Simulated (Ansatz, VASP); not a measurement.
# Cross-check of OsPd between VASP and Ansatz, part 2 of 2

Wanted: the spread between two codes on one cell, functional and k mesh. The cell is invented: As first built, before any earlier steps moved the atoms (in the runner's words): it takes the Pt structure with all of its atoms replaced by other elements, volume scaled by an estimate. It may not be a known or stable phase. The cell is taken from a series of VASP runs on this material, whose earlier steps may have relaxed, scaled or displaced it; both programs get it as it stands. Valence electrons are named where the data sets of a main pair hold unlike numbers.

VASP 6.6.1 and Ansatz 0.2.0.

So far: The starting structure; VASP: band structure, r2SCAN; Ansatz: band structure, r2SCAN; Differences.

## Step 5: VASP: band structure, r2SCAN, spin-orbit coupling

Level of this step: r2SCAN, spin-orbit coupling; plane waves and PAW (Os, Pd); invented cell (VASP).

A single point gives forces, pressure and levels at one fixed geometry, so differences don't come from the geometry; what else differs is listed under the comparison.

Contents of INCAR:

```
SYSTEM = OsPd
PREC = Accurate
ENCUT = 400
EDIFF = 1E-06
NELM = 100
ISMEAR = 1
SIGMA = 0.2
LREAL = .FALSE.
ALGO = Normal
METAGGA = R2SCAN
LASPH = .TRUE.
LNONCOLLINEAR = .TRUE.
MAGMOM = 0 0 0 0 0 0
NBANDS = 30
GGA_COMPAT = .FALSE.
LSORBIT = .TRUE.
LMAXMIX = 4
LORBIT = 11
LWAVE = .FALSE.
LCHARG = .FALSE.
```

Contents of POSCAR:

```
OsPd
1.0
    2.6771965553      0.0000000000      0.0000000000
    0.0000000000      2.6771965553      0.0000000000
    0.0000000000      0.0000000000      4.0082722566
Os Pd
1 1
Direct
    0.0000000000      0.0000000000      0.0000000000
    0.5000000000      0.5000000000      0.5000000000
```

Contents of KPOINTS:

```
Automatic mesh
0
Gamma
7 7 5
0 0 0
```

Contents of KPOINTS_OPT:

```
Line mode
16
Line-mode
Reciprocal
  0.00000000   0.00000000   0.00000000 GAMMA
  0.00000000   0.50000000   0.00000000 X

  0.00000000   0.50000000   0.00000000 X
  0.50000000   0.50000000   0.00000000 M

  0.50000000   0.50000000   0.00000000 M
  0.00000000   0.00000000   0.00000000 GAMMA

  0.00000000   0.00000000   0.00000000 GAMMA
  0.00000000   0.00000000   0.50000000 Z

  0.00000000   0.00000000   0.50000000 Z
  0.00000000   0.50000000   0.50000000 R

  0.00000000   0.50000000   0.50000000 R
  0.50000000   0.50000000   0.50000000 A

  0.50000000   0.50000000   0.50000000 A
  0.00000000   0.00000000   0.50000000 Z

  0.00000000   0.50000000   0.00000000 X
  0.00000000   0.50000000   0.50000000 R

  0.50000000   0.50000000   0.00000000 M
  0.50000000   0.50000000   0.50000000 A
```

PAW data sets: Os and Pd (PBE family, release 64).

Launch:

```
$ mpirun -np 1 vasp_ncl
```

Numbers of over 12 decimals in the logs are rounded to 6 here.

The log of the run:

```text
[banner, memory and clock lines left out]
running    1 mpi-ranks, on    1 nodes
[...]
[... a notice as in an earlier step ...]

 LDA part: xc-table for (None), standard interpolation
 POSCAR, INCAR and KPOINTS ok, starting setup
[...]
entering main loop
       N       E                     dE             d eps       ncg     rms          rms(c)
DAV:   1     0.409813057572E+02    0.40981E+02   -0.77034E+03  1920   0.973E+02
DAV:   2    -0.760150151941E+02   -0.11700E+03   -0.10883E+03  1878   0.308E+02
DAV:   3    -0.800752876742E+02   -0.40603E+01   -0.39583E+01  2158   0.565E+01
DAV:   4    -0.801261459226E+02   -0.50858E-01   -0.50806E-01  2174   0.658E+00
[...]
DAV:  11    -0.755476686596E+02    0.88009E-04   -0.86823E-04  2066   0.290E-01    0.570E-02
DAV:  12    -0.755476529114E+02    0.15748E-04   -0.35035E-05  2186   0.758E-02    0.313E-02
DAV:  13    -0.755476520936E+02    0.81778E-06   -0.74935E-06  2358   0.291E-02
   1 F= -.75547652E+02 E0= -.75544199E+02  d E =-.103606E-01  mag=    -0.0000     0.0000     0.0000
 Start KPOINTS_OPT (optional k-point list driver)
k-point batch [1-30\144]
       N       E                     dE             ncg
DAV:   1     0.705153484344E+04   -0.57549E+04     1832
DAV:   2     0.338632876916E+04   -0.36652E+04     1878
DAV:   3     0.325617655696E+04   -0.13015E+03     2136
DAV:   4     0.325446761353E+04   -0.17089E+01     2302
DAV:   5     0.325442310684E+04   -0.44507E-01     2230
DAV:   6     0.325442112302E+04   -0.19838E-02     2602
DAV:   7     0.325442109823E+04   -0.24792E-04     2028
DAV:   8     0.325442109778E+04   -0.45450E-06     1508
[...]
k-point batch [121-144\144]
       N       E                     dE             ncg
DAV:   1     0.921417395512E+04   -0.12567E+05     1544
DAV:   2     0.647691932670E+04   -0.27373E+04     1508
DAV:   3     0.636994085641E+04   -0.10698E+03     1732
DAV:   4     0.636848984690E+04   -0.14510E+01     1872
DAV:   5     0.636845445718E+04   -0.35390E-01     1818
DAV:   6     0.636845287509E+04   -0.15821E-02     2128
DAV:   7     0.636845284920E+04   -0.25888E-04     1680
DAV:   8     0.636845284898E+04   -0.22130E-06     1240
```

Parts of OUTCAR (step 5):

```text
  Total        0.1768983      0.1768983      0.0577944      0.0000000      0.0000000      0.0000000
  in kB        9.8654425      9.8654425      3.2231332      0.0000000      0.0000000      0.0000000
  external PRESSURE =       7.6513394 kB  Pullay stress =       0.0000000 kB

 POSITION                                       TOTAL-FORCE (eV/Angst)
 -----------------------------------------------------------------------------------
      0.00000      0.00000      0.00000         0.000000      0.000000      0.000000
      1.33860      1.33860      2.00414         0.000000      0.000000      0.000000
 -----------------------------------------------------------------------------------
    total drift:                                0.000000      0.000000      0.000000

  FREE ENERGIE OF THE ION-ELECTRON SYSTEM (eV)
  ---------------------------------------------------
  free  energy   TOTEN  =       -75.5476520936 eV

  energy  without entropy=      -75.5372915280  energy(sigma->0) =      -75.54419857

 magnetization (x)
# of ion       s       p       d       tot
------------------------------------------
    1        0.000  -0.000   0.000  -0.000
    2        0.000   0.000  -0.000   0.000
--------------------------------------------------
tot          0.000  -0.000  -0.000   0.000

 magnetization (y)
# of ion       s       p       d       tot
------------------------------------------
    1        0.000   0.000   0.000   0.000
    2       -0.000  -0.000   0.000  -0.000
--------------------------------------------------
tot         -0.000  -0.000   0.000  -0.000

 magnetization (z)
# of ion       s       p       d       tot
------------------------------------------
    1        0.000   0.000   0.000   0.000
    2       -0.000  -0.000  -0.000  -0.000
--------------------------------------------------
tot         -0.000  -0.000  -0.000  -0.000

[... 1 part as in an earlier step ...]

[... 2 further parts left out ...]
[key lines of the parts left out:]
E-fermi :   9.6710
```

The run ends at a pressure of 0.77 GPa.

## Step 6: Ansatz: band structure, r2SCAN, spin-orbit coupling

The same cell, functional, mesh and smearing now go to Ansatz, which takes its cutoff from its data sets.

The cell is taken from a series of VASP runs on this material, whose earlier steps may have relaxed, scaled or displaced it; both programs get it as it stands.

Contents of input.yaml:

```yaml
crystal:
  lattice:
    - [2.6771965553, 0.0, 0.0]
    - [0.0, 2.6771965553, 0.0]
    - [0.0, 0.0, 4.0082722566]
  atoms:
    - { symbol: Os, position: [0.0, 0.0, 0.0] }
    - { symbol: Pd, position: [0.5, 0.5, 0.5] }
hamiltonian:
  xc: r2scan
  pseudopotentials: { kind: paw_fr }
magnetization:
  noncollinear: true
  spin_orbit: true
kpoints:
  mp_grid: { grid: [7, 7, 5] }
  band_path:
    path:
      - [0.0, 0.0, 0.0]
      - [0.0, 0.13333, 0.0]
      - [0.0, 0.3, 0.0]
      - [0.0, 0.46667, 0.0]
      - [0.1, 0.5, 0.0]
      - [0.26667, 0.5, 0.0]
      - [0.43333, 0.5, 0.0]
      - [0.43333, 0.43333, 0.0]
      - [0.26667, 0.26667, 0.0]
      - [0.1, 0.1, 0.0]
      - [0.0, 0.0, 0.03333]
      - [0.0, 0.0, 0.2]
      - [0.0, 0.0, 0.36667]
      - [0.0, 0.0, 0.5]
      - [0.0, 0.16667, 0.5]
      - [0.0, 0.3, 0.5]
      - [0.0, 0.46667, 0.5]
      - [0.1, 0.5, 0.5]
      - [0.26667, 0.5, 0.5]
      - [0.43333, 0.5, 0.5]
      - [0.43333, 0.43333, 0.5]
      - [0.26667, 0.26667, 0.5]
      - [0.1, 0.1, 0.5]
      - [0.0, 0.5, 0.03333]
      - [0.0, 0.5, 0.2]
      - [0.0, 0.5, 0.36667]
      - [0.5, 0.5, 0.0]
      - [0.5, 0.5, 0.16667]
      - [0.5, 0.5, 0.33333]
      - [0.5, 0.5, 0.5]
    npoints: 1
scf:
  occupations: { method: methfessel_paxton, width: 0.2 }
  n_extra_bands: 14
output:
  forces: true
  stress: true
  eigenvalues: true
```

Launch:

```
$ ansatz run input.yaml --threads 2 --pin off --max-ram 4608MiB --backend cpu --events-out ev --progress --plain --runs-dir out
```

The log of the run:

```text
[...]
non-collinear run that drives no moment, with spin-orbit: no starting moment large enough to seed its density (crystal.atoms[].spin), no starting occupations that ask for one, no magnetisation constraint and no magnetic field, so the semilocal B_xc is pinned to zero
Crystal: 2 atoms, lattice volume = 28.729 Å³
[...]
k-point 1: bands = [... 30 lower, 21.4419, 21.4419, 22.8877, 22.8877, 23.8487, 23.8487, 24.0478, 24.0478, ... 10 higher]
  k-point 2: bands = [... 30 lower, 20.8197, 20.8197, 21.5076, 21.5076, 22.8532, 22.8532, 23.1571, 23.1571, ... 10 higher]
  k-point 29: bands = [... 30 lower, 22.4535, 22.4535, 22.7743, 22.7743, 25.6331, 25.6331, 28.9964, 28.9964, ... 10 higher]
[key lines of the parts left out:]
SCF converged after 9 iterations
Magnetization: |M| = 0.0000 μB,  M = (+0.0000, +0.0000, +0.0000) μB
Free energy (F): -18350.656798 eV
Fermi energy:    22.903844 eV
P = ⅓ Tr σ = 0.1826 GPa (1.826 kbar)
```

It took 12 s on 2 threads of Arm Neoverse V2, shared host; peak memory 0.52 GiB.

## Step 7: Differences

What differs besides the data sets and the points named for the pairs above, as far as they apply: spin-orbit coupling enters by fully relativistic files in Ansatz and inside the spheres in VASP; the data sets hold 34 valence electrons in Ansatz (on its fully relativistic PAW (standard-fr) files) and 18 in VASP. Total energies have different zeros and are not compared.

Compared:

```
                                        quantity  Ansatz  VASP  difference
                                  pressure (GPa)    0.18  0.77       -0.58
pressure without Ansatz's Pulay correction (GPa)   -0.01  0.77       -0.77
```

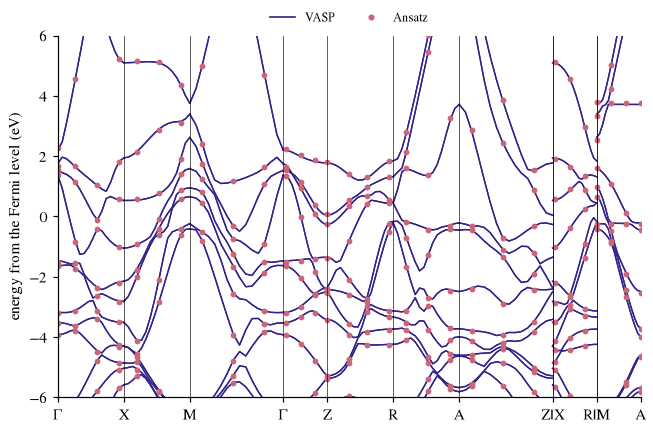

Bands from VASP (lines) and levels from Ansatz (dots). Dots without a line are higher empty bands that the VASP plot leaves out.

Levels from 3 eV below to 2 eV above the Fermi level differ by 22 meV r.m.s. and 64 meV at most; each VASP level is matched to the nearest of Ansatz, which flatters the figure a little. Ansatz's pressure holds a Pulay correction of 0.19 GPa; VASP's holds none.

## Step 8: Outcome

| Item | Value |
| --- | --- |
| r.m.s. difference of levels near the Fermi level (band structure, r2SCAN) | 16 meV |
| difference in pressure (band structure, r2SCAN) | -0.69 GPa |
| r.m.s. difference of levels near the Fermi level (band structure, r2SCAN, spin-orbit coupling) | 22 meV |
| difference in pressure (band structure, r2SCAN, spin-orbit coupling) | -0.58 GPa |

In words: The difference in pressure is -0.69 GPa (band structure, r2SCAN), within the 1 GPa picked in this series as the mark of a large difference. The data sets hold unlike numbers of valence electrons (34 in Ansatz and 18 in VASP), so part of the differences comes from the potentials. How closely two codes agree says nothing of how well the functional describes the real material.

[Lines on the potential files, build, host, timing and source positions are cut from VASP's logs without a mark.]

[Logs are printed without paths, hosts, clocks, repeated set-up lines and the standing remarks that a program may print on its own settings, such as how far it seeks lower states.]

[Hosts, paths, dates, database ids (printed as entryN), source tags and the programs' standing remarks are cut or masked in the printed files.]
